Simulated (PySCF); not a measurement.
| atom | x (Å) | y (Å) | z (Å) |
| --- | --- | --- | --- |
| C | -2.2329 | -1.1060 | -0.1747 |
| C | -0.9232 | -0.8913 | -0.1182 |
| C | -0.2824 | 0.4087 | -0.0654 |
| C | -0.9107 | 1.6261 | -0.1626 |
| Se | 0.3051 | 2.9993 | -0.0366 |
| N | 1.6014 | 1.7929 | 0.1414 |
| C | 1.1340 | 0.5778 | 0.1035 |
| C | 2.0947 | -0.5547 | 0.2451 |
| H | -2.6351 | -2.1036 | -0.2090 |
| H | -2.9512 | -0.3042 | -0.1851 |
| H | -0.2493 | -1.7371 | -0.1027 |
| H | -1.9602 | 1.8074 | -0.2989 |
| H | 3.0981 | -0.1589 | 0.3729 |
| H | 1.8374 | -1.1632 | 1.1111 |
| H | 2.0700 | -1.1852 | -0.6427 |

Geometry: GFN2-xTB.

Computed with PySCF, PBE0/def2-SVPD, SCF density, gas phase.

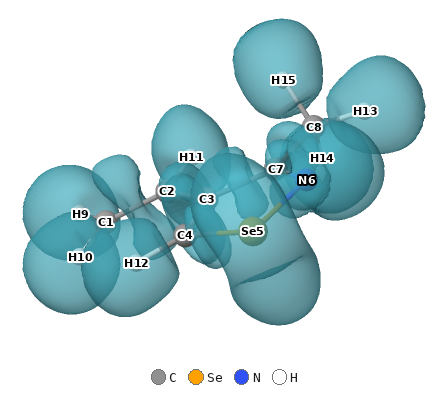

C₆H₇NSe (SMILES C=Cc1c[se]nc1C). Isosurface of the electron localisation function at 0.75 (cyan), seen at an oblique angle. Core shells and regions of very low density are left out.

### Describe the localisation domains.

The ELF exceeds this value in five regions between bonded C–C atoms (shared pairs), one region between bonded C–Se atoms (shared pairs), seven regions around hydrogen nuclei, one region on N in which the atom's valence shell and bonds are merged and one region wrapped around Se (its valence shell). Along the contacts the grid gives the following. C–N (1.30 Å): the ELF peaks at about 0.90 between the atoms (a covalent bond). C–C (1.33 Å): the ELF peaks at about 0.95 between the atoms: a short, multiple covalent bond.
